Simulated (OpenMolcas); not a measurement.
# One shape, several levels: SnSiH4OF (SMILES [F][SnH][O][SiH3])

We compute a comparison of 6 runs (UHF/def2-SVP, U-r2SCAN/def2-SVP, U-revPBE/def2-SVP, UBHLYP/def2-SVP, USVWN5/def2-SVP, UTPSS/def2-SVP) of SnSiH4OF. 

Program for the calculation: OpenMolcas 26.06.

### Step 1. The structure to begin with

The species is SnSiH4OF (8 atoms), meant as a doublet with charge 0. SMILES: `[F][SnH][O][SiH3]`. The coordinates come from a PBE0-D4/def2-TZVP relaxation. This is one conformer, not always the lowest.

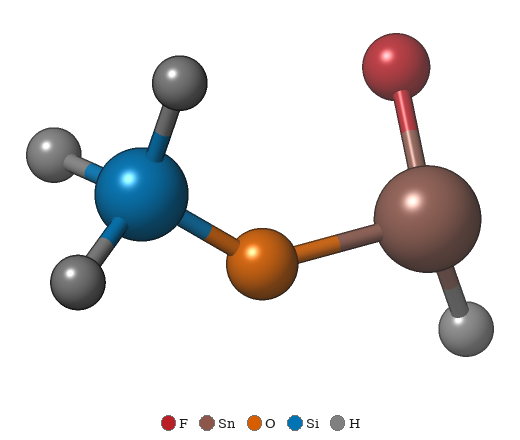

The structure, seen from a chosen angle (fluorine red, tin brown, oxygen orange, silicon blue, hydrogen grey).

### Step 2. Energy and gradient at UHF/def2-SVP (core potential) (run 1)

Input file run.input:

```
* FH4OSiSn Hartree-Fock
>>> EXPORT MOLCAS_PRINT=2

&GATEWAY
  BasLib=$CurrDir
  Coord
  8
  angstrom
  F       -1.607300       1.731700       1.020300
  Sn      -0.420700       1.874500      -0.493500
  O        0.210000       0.039300      -0.694400
  Si       0.713800      -1.182700       0.276900
  H       -1.435700       2.176300      -1.877100
  H        1.729100      -1.982100      -0.456700
  H       -0.427200      -2.061300       0.643600
  H        1.330300      -0.652900       1.525000
  Basis=def2-SVP
  Group=NoSym

&SEWARD

&SCF
  UHF
  Spin=2
  Thresholds=1e-10 1e-07 1e-07 1e-05
  PrOrbitals=1 2

&ALASKA
```

The basis set def2-SVP is read from a file made from the Basis Set Exchange's data (not shown).

Started as:

```
$ export MOLCAS_MEM=1860
$ pymolcas run.input > run.log
```

Standard output:

```text
--- Start Module: gateway ---
[...]
--- Stop Module: gateway /rc=_RC_ALL_IS_WELL_ ---
[...]
      Basis functions           92
[...]
--- Start Module: scf ---
[...]
       Convergence after  17 Iterations
[...]
::    Total SCF energy                               -678.7251178428
[...]
      Total spin, S                                     0.5064719645
[...]
      Total electronic charge=   57.000000
      Total            charge=   -0.000000
[...]
      Dipole Moment (debye):
      Origin of the operator (angstrom)=   -0.3020    1.1913   -0.2317
                   X=  1.6348E+00               Y=  2.2384E+00               Z= -1.6392E+00           Total=  3.2202E+00
      Quadrupole Moment (debye*angstrom):
[...]
 *              Molecular gradients               *
 **************************************************
  Irreducible representation: a
 ------------------------------------------------------------------------------------------
                              X                       Y                       Z
 ------------------------------------------------------------------------------------------
  F1               -1.19568391984970E-03    1.63806775179243E-04   -1.76404858773793E-04
  SN2               6.67629158542393E-03   -2.28790873389428E-03    7.55921099249868E-03
  O3               -1.37603044171186E-03   -2.57845636960008E-03   -5.00206102868539E-03
  SI4              -4.93178855704990E-04    6.87313556037772E-03    2.43386487149966E-03
  H5               -3.11278408908100E-03   -9.58754086099578E-04   -3.76800704989044E-03
  H6                1.09687267353342E-03   -4.74812022012383E-04   -2.36604434895238E-03
  H7               -2.34426910416508E-03   -9.83997830363403E-04   -2.36287003827496E-04
  H8                7.48782151631655E-04    2.46986706327834E-04    1.55572842604457E-03
[...]
```

Wall time 12 s (1 thread of Arm Neoverse V1, shared host); peak memory 0.51 GiB.

### Step 3. A single-point energy at U-r2SCAN/def2-SVP (core potential) (run 2)

Input file run.inp:

```
* FH4OSiSn Kohn-Sham DFT
>>> EXPORT MOLCAS_PRINT=2

&GATEWAY
 BasLib = $CurrDir
 Coord
 8
 angstrom
 F       -1.607300       1.731700       1.020300
 Sn      -0.420700       1.874500      -0.493500
 O        0.210000       0.039300      -0.694400
 Si       0.713800      -1.182700       0.276900
 H       -1.435700       2.176300      -1.877100
 H        1.729100      -1.982100      -0.456700
 H       -0.427200      -2.061300       0.643600
 H        1.330300      -0.652900       1.525000
 Basis = def2-SVP
 Group = NoSym

&SEWARD
 GridInput
 Grid=UltraFine
 End of Grid

&SCF
 UHF
 Spin = 2
 KSDFT = 2
 1.0 MGGA_X_R2SCAN
 1.0 MGGA_C_R2SCAN
 Thresholds = 1e-10 1e-07 1e-07 1e-05
 PrOrbitals = 0
```

The basis set def2-SVP is read from a file made from the Basis Set Exchange's data (not shown).

Started as:

```
$ export MOLCAS_MEM=1860
$ pymolcas run.inp > run.log
```

Standard output:

```text
--- Start Module: gateway ---
[...]
--- Stop Module: gateway /rc=_RC_ALL_IS_WELL_ ---
--- Start Module: seward ---
[...]
      Basis functions           92
--- Stop Module: seward /rc=_RC_ALL_IS_WELL_ ---
[...]
--- Start Module: scf ---
[...]
       Convergence after  20 Iterations
[...]
::    Total KS-DFT energy                            -681.0379375428
[...]
      Total spin, S                                     0.5029683716
[...]
      Total electronic charge=   57.000000
      Total            charge=   -0.000000
[...]
      Dipole Moment (debye):
      Origin of the operator (angstrom)=   -0.3020    1.1913   -0.2317
                   X=  1.1233E+00               Y=  1.6919E+00               Z= -1.4399E+00           Total=  2.4895E+00
      Quadrupole Moment (debye*angstrom):
[...]
--- Stop Module: scf /rc=_RC_ALL_IS_WELL_ ---
[...]
```

Run time: 80 s. Hardware: 1 thread of Arm Neoverse V1, shared host; peak memory 0.51 GiB.

Run 3 isn't shown in full; the table further down has it.

### Step 4. Energy and gradient at UBHLYP/def2-SVP (core potential) (run 4)

Input file run.input:

```
* FH4OSiSn Kohn-Sham DFT
>>> EXPORT MOLCAS_PRINT=2

&GATEWAY
  BASLIB
  $CurrDir
  COORD
  8
  angstrom
  F       -1.607300       1.731700       1.020300
  Sn      -0.420700       1.874500      -0.493500
  O        0.210000       0.039300      -0.694400
  Si       0.713800      -1.182700       0.276900
  H       -1.435700       2.176300      -1.877100
  H        1.729100      -1.982100      -0.456700
  H       -0.427200      -2.061300       0.643600
  H        1.330300      -0.652900       1.525000
  BASIS
  def2-SVP
  GROUP
  NoSym

&SEWARD
  GRIDINPUT
  Grid=UltraFine
  End of Grid

&SCF
  UHF
  SPIN
  2
  KSDFT
  HYB_GGA_XC_BHANDHLYP
  THRESHOLDS
  1e-10 1e-07 1e-07 1e-05
  PRORBITALS
  1 2

&ALASKA
```

The basis set def2-SVP is read from a file made from the Basis Set Exchange's data (not shown).

Started as:

```
$ export MOLCAS_MEM=1860
$ pymolcas run.input > run.log
```

Standard output:

```text
--- Start Module: gateway ---
[...]
--- Stop Module: gateway /rc=_RC_ALL_IS_WELL_ ---
[...]
      Basis functions           92
[...]
--- Start Module: scf ---
[...]
       Convergence after  17 Iterations
[...]
::    Total KS-DFT energy                            -680.9169720241
[...]
      Total spin, S                                     0.5040867779
[...]
      Total electronic charge=   57.000000
      Total            charge=   -0.000000
[...]
      Dipole Moment (debye):
      Origin of the operator (angstrom)=   -0.3020    1.1913   -0.2317
                   X=  1.3632E+00               Y=  1.9410E+00               Z= -1.5681E+00           Total=  2.8434E+00
      Quadrupole Moment (debye*angstrom):
[...]
 *              Molecular gradients               *
 **************************************************
  Irreducible representation: a
 ------------------------------------------------------------------------------------------
                              X                       Y                       Z
 ------------------------------------------------------------------------------------------
  F1                2.03450059948374E-03    7.26734754822989E-04   -3.24824839893267E-03
  SN2               1.06381882918960E-03   -7.68732214202572E-03    4.91476205936259E-03
  O3               -5.09993843522460E-04    1.15639398199807E-04    1.43746820011081E-03
  SI4              -2.14138382329576E-03    7.87503522035315E-03   -2.30900116876942E-03
  H5               -3.42333889640667E-04   -3.70925444441728E-04   -4.05210310624682E-04
  H6                1.16490223652210E-03   -5.70415823708537E-04   -1.78931992979114E-03
  H7               -1.90201249683053E-03   -7.64660613780777E-04   -3.55491478587489E-06
  H8                6.32502388086209E-04    6.75914650326015E-04    1.40310446355052E-03
[...]
```

Wall time 55 s (1 thread of Arm Neoverse V1, shared host); peak memory 0.51 GiB.

Run 5 isn't shown in full; the table further down has it.

### Step 5. A single-point energy at UTPSS/def2-SVP (core potential) (run 6)

Input file mol.input:

```
&GATEWAY
 BasLib=$CurrDir
 BasisSet
 F.def2-SVP....
 F1 -1.607300 1.731700 1.020300 angstrom
 End of Basis
 BasisSet
 Sn.def2-SVP....
 Sn2 -0.420700 1.874500 -0.493500 angstrom
 End of Basis
 BasisSet
 O.def2-SVP....
 O3 0.210000 0.039300 -0.694400 angstrom
 End of Basis
 BasisSet
 Si.def2-SVP....
 Si4 0.713800 -1.182700 0.276900 angstrom
 End of Basis
 BasisSet
 H.def2-SVP....
 H5 -1.435700 2.176300 -1.877100 angstrom
 H6 1.729100 -1.982100 -0.456700 angstrom
 H7 -0.427200 -2.061300 0.643600 angstrom
 H8 1.330300 -0.652900 1.525000 angstrom
 End of Basis

&SEWARD
 GridInput
 Grid=UltraFine
 End of Grid

&SCF
 UHF
 Spin=2
 KSDFT=2
 1.0 MGGA_X_TPSS
 1.0 MGGA_C_TPSS
 Thresholds=1e-10 1e-07 1e-07 1e-05
 PrOrbitals=1 1
```

The basis set def2-SVP is read from a file made from the Basis Set Exchange's data (not shown).

Started as:

```
$ export MOLCAS_MEM=1860
$ pymolcas mol.input > mol.log
```

Standard output:

```text
--- Start Module: gateway ---
[...]
--- Stop Module: gateway /rc=_RC_ALL_IS_WELL_ ---
--- Start Module: seward ---
[...]
      Basis functions           92
--- Stop Module: seward /rc=_RC_ALL_IS_WELL_ ---
[...]
--- Start Module: scf ---
[...]
       Convergence after  21 Iterations
[...]
::    Total KS-DFT energy                            -681.0246545727
[...]
      Total spin, S                                     0.5019327007
[...]
      Total electronic charge=   57.000000
      Total            charge=   -0.000000
[...]
      Dipole Moment (debye):
      Origin of the operator (angstrom)=   -0.3020    1.1913   -0.2317
                   X=  1.0826E+00               Y=  1.5680E+00               Z= -1.2984E+00           Total=  2.3057E+00
      Quadrupole Moment (debye*angstrom):
[...]
--- Stop Module: scf /rc=_RC_ALL_IS_WELL_ ---
[...]
```

Run time: 87 s. Hardware: 1 thread of Arm Neoverse V1, shared host; peak memory 0.51 GiB.

### Step 6. All runs side by side

| run | level | task | integration grid | energy (Eh) | dipole moment (D) | HOMO energy (eV) | LUMO energy (eV) | wall time |
| --- | --- | --- | --- | --- | --- | --- | --- | --- |
| 1 | UHF/def2-SVP (core potential) | gradient | – | -678.725118 | 3.22 | -10.17 | -0.51 | 12 s |
| 2 | U-r2SCAN/def2-SVP (core potential) | energy | UltraFine | -681.037938 | 2.49 | -6.29 | -4.60 | 80 s |
| 3 | U-revPBE/def2-SVP (core potential) | gradient | UltraFine | -680.984211 | 2.26 | -5.80 | -4.72 | 65 s |
| 4 | UBHLYP/def2-SVP (core potential) | gradient | UltraFine | -680.916972 | 2.84 | -8.18 | -3.31 | 55 s |
| 5 | USVWN5/def2-SVP (core potential) | gradient | UltraFine | -678.368885 | 2.16 | -5.88 | -5.10 | 39 s |
| 6 | UTPSS/def2-SVP (core potential) | energy | UltraFine | -681.024655 | 2.31 | -6.01 | -4.74 | 87 s |

### Step 7. Results

| quantity | value |
| --- | --- |
| run 6: total energy | -681.02465 Eh |
| run 6: dipole moment | 2.31 D |
| run 6: HOMO energy (highest over α and β) | -6.01 eV |
| run 6: LUMO energy (lowest over α and β) | -4.74 eV |
| run 6: ⟨S²⟩ | 0.754 |

**Reading.** The dipole moment (its size) runs from 2.16 D (USVWN5/def2-SVP) to 3.22 D (UHF/def2-SVP). Totals of different functionals can't be ranked against each other. All runs together took 5.6 min, the longest 87 s.
